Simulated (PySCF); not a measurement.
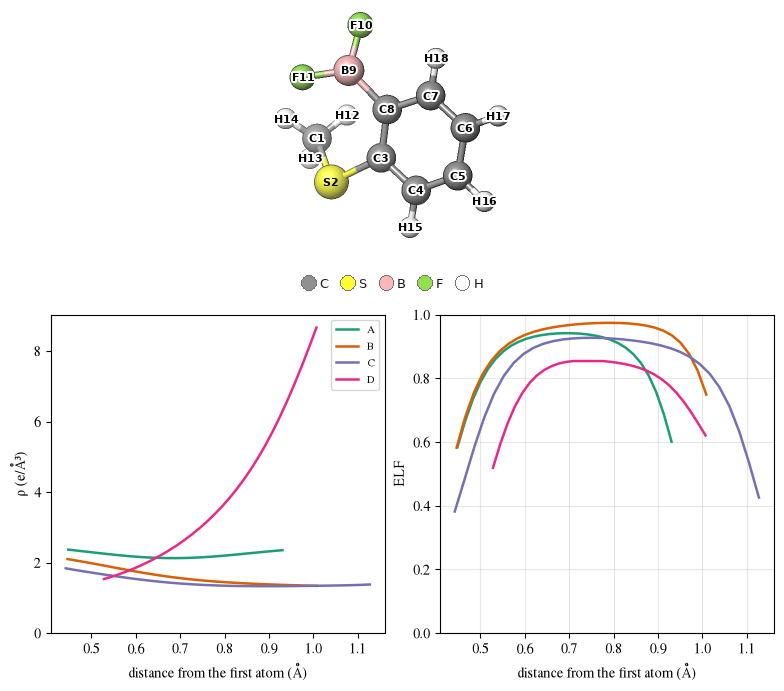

*C₇H₇BF₂S (SMILES CSc1ccccc1B(F)F). Total electron density and electron localisation function along straight lines between neighbouring atoms. The curves leave out the atomic cores. The structure is drawn too.*

Geometry: GFN2-xTB.

Computed with PBE0/pcSseg-1, SCF density, gas phase, non-relativistic in PySCF 2.14.0.

```xyz
18

C     2.8224    0.0052   -0.1781
S     1.6570   -0.8418   -1.2935
C     0.0727   -0.5752   -0.5543
C    -0.7937   -1.6642   -0.6004
C    -2.0365   -1.6013   -0.0056
C    -2.4207   -0.4503    0.6688
C    -1.5751    0.6382    0.6938
C    -0.3229    0.6250    0.0576
B     0.4229    1.9844   -0.0121
F     0.1665    2.9504    0.8565
F     1.2636    2.3555   -0.9608
H     2.3308    0.1955    0.7705
H     3.6596   -0.6724   -0.0400
H     3.1643    0.9324   -0.6255
H    -0.4653   -2.5623   -1.1007
H    -2.6957   -2.4554   -0.0458
H    -3.3787   -0.4021    1.1634
H    -1.8802    1.5451    1.1945
```

**Which curve belongs to which contact (B–F, C–B, C–C and C–S)? The first atom named is at distance zero.**

Curve A: C–C (1.38 Å): ρ at the midpoint is about 2.1 e/Å³; the ELF peaks at about 0.95 between the atoms, as expected for a covalent bond. Curve B: C–B (1.55 Å): ρ at the midpoint is about 1.5 e/Å³; the ELF peaks at about 1 between the atoms: a covalent bond. Curve C: C–S (1.77 Å): ρ is about 1.3 e/Å³ halfway; the ELF peaks at about 0.95 between the atoms, as expected for a shared electron pair. Curve D: B–F (1.32 Å): the density is about 2.2 e/Å³ at the midpoint; the ELF peaks at about 0.85 between the atoms (a shared but strongly polarised pair).
